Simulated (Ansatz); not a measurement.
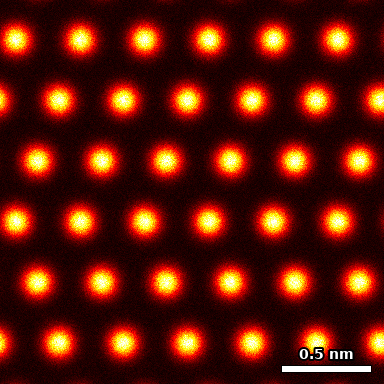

HAADF-like image of Sr (Fm-3m, No. 225) along [110]. Simulation: incoherent imaging, intensity Z^1.7 per atom, probe width 1.30 Å, thin sample. The probe carries 15 % of its weight in a tail 2.5 times as wide. Shot noise was added.

One planar defect was built into the perfect crystal by geometry alone, without relaxation. Host structure: the input geometry of a calculation.

Where does the periodic pattern break, and how?

Answer. A twin boundary runs horizontally about 13 Å below the top edge. The part above it is the mirror image of the part below, so slanted rows of columns change direction there; the row on the boundary belongs to both.
